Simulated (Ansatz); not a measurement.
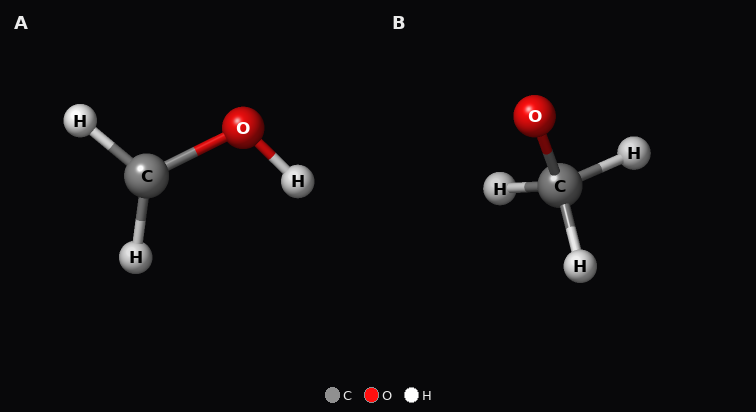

2 stationary structures of one formula. State: neutral, doublet. Geometries: PBE0-D4/def2-TZVP. Electronic energies: UHF-CCSD(T) (frozen core)/def2-TZVPP (Ansatz 0.2.0), without zero-point energy. No frequency run is at hand to confirm each as a minimum.

Rank them by energy, lowest first.

A is lowest; B lies 0.377 eV above it (a minimum).

Give E(B) − E(A) in eV at these levels too: PBE0-D4/def2-TZVPP; r2SCAN-D4/def2-TZVPP; PBE0-D4/def2-TZVP; ωB97M-V/def2-TZVPP; UHF-CCSD(T) (frozen core)/def2-TZVPP; PBE-D4/def2-TZVPP; B3LYP-D4/def2-TZVPP.

```csv
level,E(B) − E(A) (eV)
PBE0-D4/def2-TZVPP,+0.327
r2SCAN-D4/def2-TZVPP,+0.337
PBE0-D4/def2-TZVP,+0.295
ωB97M-V/def2-TZVPP,+0.345
UHF-CCSD(T) (frozen core)/def2-TZVPP,+0.377
PBE-D4/def2-TZVPP,+0.359
B3LYP-D4/def2-TZVPP,+0.303
```
